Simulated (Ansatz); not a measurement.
## Electronic structure of CH₆F₂Si in real space

The calculation's input:

```
crystal:
  periodic: [false, false, false]
  atoms:
    - { symbol: Si, position_ang: [0.038, 0.0459, -2.1723] }
    - { symbol: H, position_ang: [-0.5274, 0.6639, -3.368] }
    - { symbol: H, position_ang: [1.3297, -0.5585, -2.4745] }
    - { symbol: H, position_ang: [-0.881, -0.9763, -1.6701] }
    - { symbol: H, position_ang: [0.2042, 1.075, -1.1425] }
    - { symbol: F, position_ang: [0.6533, -1.1549, 2.2266] }
    - { symbol: C, position_ang: [-0.1026, -0.0467, 2.1397] }
    - { symbol: F, position_ang: [0.6244, 0.9916, 2.5906] }
    - { symbol: H, position_ang: [-0.3554, 0.1276, 1.0847] }
    - { symbol: H, position_ang: [-0.9834, -0.1676, 2.7858] }
basis:
  gaussian: { orbitals: "6-31G*" }
hamiltonian:
  xc: pbe0
  dispersion: d4
relax:
  f_tol: 0.02
  max_steps: 40
scf:
  lower_state_search: "off"
output:
  orbitals: {}
```

Run with:

```sh
ansatz run input.yaml --threads 1 --pin off --max-ram 2048MiB --backend cpu --events-out ev --progress --plain --runs-dir out
```

The fields are those of the relaxed geometry.

At this geometry the atoms fall into two loosely joined parts.

Theory: RKS PBE0-D4/6-31G* in Ansatz 0.2.0.

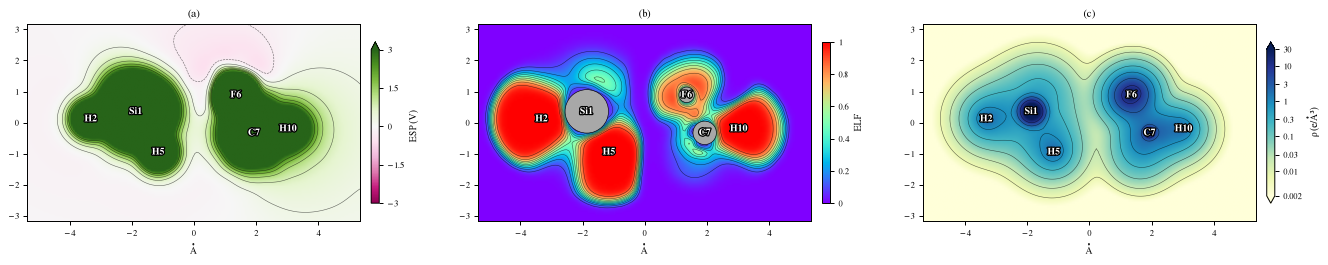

Figure 1. (a) electrostatic potential; (b) ELF; (c) total electron density on the plane of atoms H2, Si1 and H5. Grey discs cover the atomic cores in the ELF map.

### Interpret the plot.

- Atoms in the plane: Si, H, F and C.
- C–F (1.36 Å): ρ at the midpoint is about 2.2 e/Å³, with its minimum of 1.7 e/Å³ about 0.5 Å from C; the ELF peaks at about 0.85 between the atoms; a polar covalent bond.
- C–H (1.10 Å): ρ at the midpoint is about 2.2 e/Å³; the ELF climbs to about 1 towards the hydrogen, as it does in any bond to H: a covalent bond by its length.
- Si–H (1.49 Å): the density is about 0.78 e/Å³ at the midpoint; the ELF climbs to about 1 towards the hydrogen.
- The ELF also peaks beside F6, away from the bonds: lone-pair regions.
- Outside the dense part of the molecule the potential is most negative (−0.6 V) near F6.

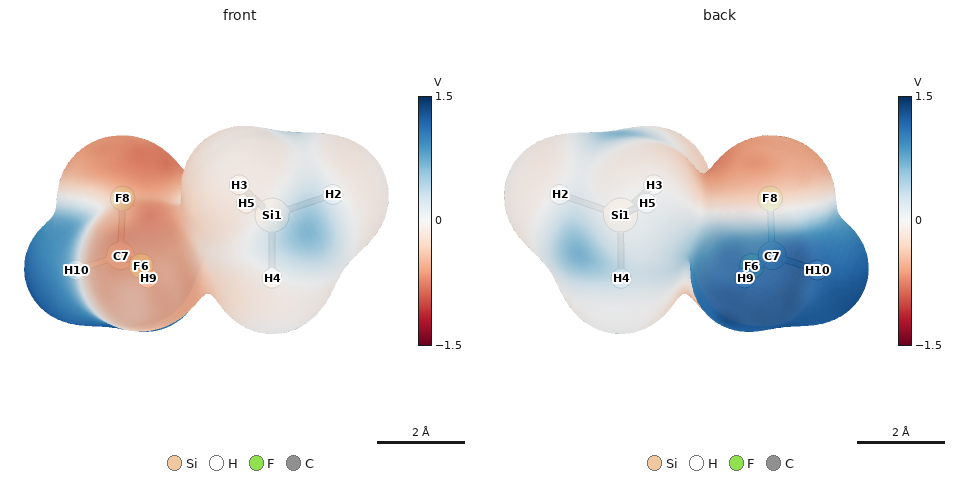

Figure 2. The molecular electrostatic potential painted on the density surface at 0.002 e/bohr³, seen from the front and from behind; red is negative and blue positive.

### Which sites attract a positive test charge, and which a negative one?

A positive charge is drawn to the negative regions and a negative charge to the positive ones. The most negative region (about −0.8 V) lies over F6 and F8, the most positive (about +1.3 V) over C7, H9 and H10.

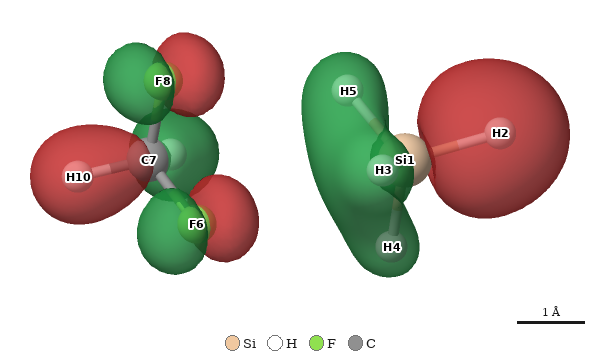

Figure 3. The HOMO at ±0.1 Å⁻³ᐟ² (green and red are the two phases), seen across its widest extent.

### What is the character of this orbital?

By Hirshfeld shares it lies mainly on Si1 (about 25 %), H2 (about 25 %), F6 (about 10 %), F8 (about 10 %) and C7 (about 10 %). Its energy is −9.46 eV.

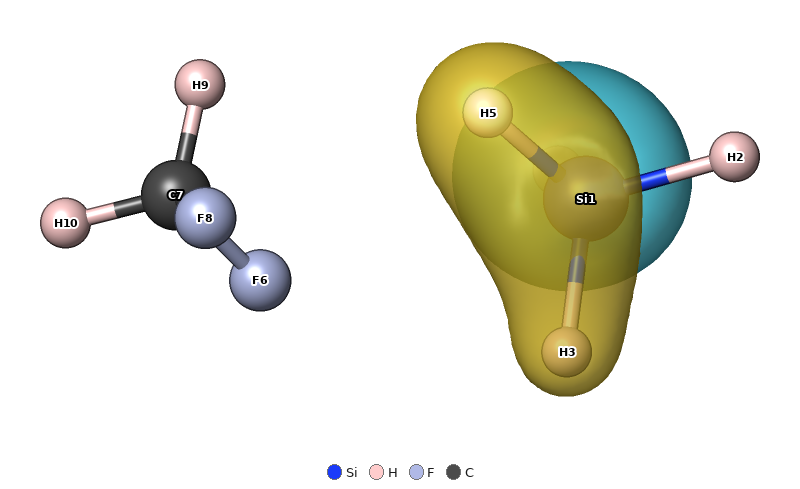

Figure 4. The HOMO−1 at ±0.15 Å⁻³ᐟ² (yellow and cyan are the two phases), seen from one side.

### What is the character of this orbital?

It lies mainly on Si1 (about 45 %), H4 (about 35 %) and H5 (about 15 %). Its energy is −9.62 eV.
